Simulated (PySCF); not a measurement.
C6H9BO3, SMILES OB(O)CCc1ccco1, GFN2-xTB optimised geometry. Atoms within 1.6 Å of the plane z = 1.5 Å (x, y, z in Å): B2 (-2.39, -1.22, 2.47), O3 (-2.64, 0.09, 2.22), C4 (-1.66, -2.23, 1.46), C5 (-1.41, -1.72, 0.03), C6 (-0.42, -0.61, 0.00), C7 (0.94, -0.61, 0.00), C8 (1.35, 0.75, 0.00), C9 (0.20, 1.48, 0.00), O10 (-0.87, 0.67, 0.00), H12 (-2.31, 0.44, 1.40), H13 (-2.25, -3.15, 1.40), H14 (-0.70, -2.53, 1.90), H17 (1.58, -1.47, 0.00), H18 (2.35, 1.13, 0.00), H19 (0.02, 2.54, 0.00).

Computed with PBE/def2-SVP in PySCF 2.14.0. Cells within 0.4 Å of a nucleus heavier than hydrogen are left out (blank, or x).

Map of the HOMO−1 amplitude (bohr^(-3/2)) on the plane z = 1.5 Å; orbital energy -6.93 eV, overall sign arbitrary:

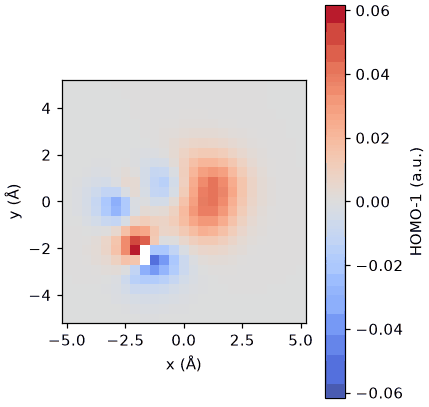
Figure: HOMO−1 amplitude (bohr^(-3/2)) on the plane z = 1.5 Å.
